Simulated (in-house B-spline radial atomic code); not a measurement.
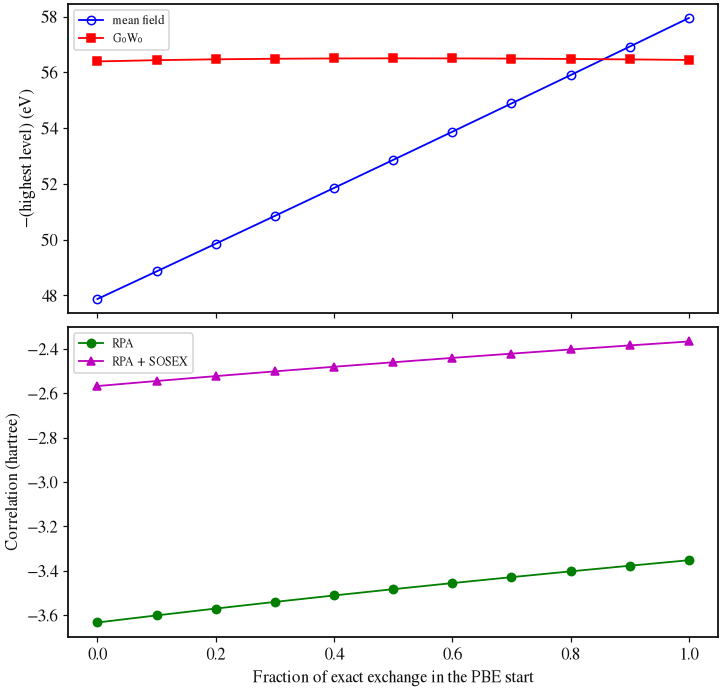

G₀W₀ and RPA for In³⁺ ([Kr] 4d¹⁰) as exact exchange is mixed into the PBE start. All-electron spherical atom, scalar X2C, no spin-orbit coupling, Breit or QED terms; computed with a B-spline radial code.

Q: Where does the G₀W₀ correction vanish, and how does the correlation energy move?

A: The mean-field binding energy of 4d runs from 47.87 eV at fraction 0 to 57.95 eV at 1, the G₀W₀ value only from 56.39 to 56.44 eV. The correction vanishes near a fraction of 0.86. The RPA correlation energy goes from −3.63 to −3.35 hartree, and with SOSEX from −2.57 to −2.37.
